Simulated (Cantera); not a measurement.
Input: 1 mol Ti(OiPr)4, 4.2 mol H2, 110 mol N2, 15 mol H2O, equilibrated at 1727 °C.

Equilibrium computed with Cantera from the NASA thermochemical tables; the gas is ideal and each condensed phase is pure. Candidate condensed phases: C, C6H6, C7H8, C8H18, H2O, Ti, TiC, TiN, TiO, TiO2, Ti2O3, Ti3O5, Ti4O7; 139 gas species. The feed counts by its element totals alone. Condensed phases not in the tables: Magnéli phases beyond Ti4O7. The numbers say what is thermodynamically allowed, not how fast it happens.

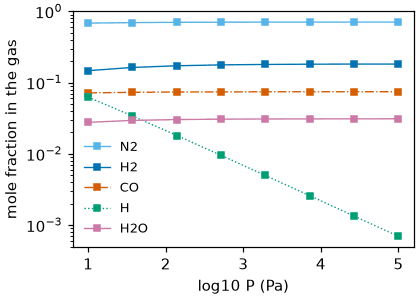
*Equilibrium gas composition (values under 1e-9 drawn at 1e-9)*

From 10.0 Pa to 1.00 bar the condensed part is Ti4O7(l). The main Ti-bearing gas is TiO2 throughout.
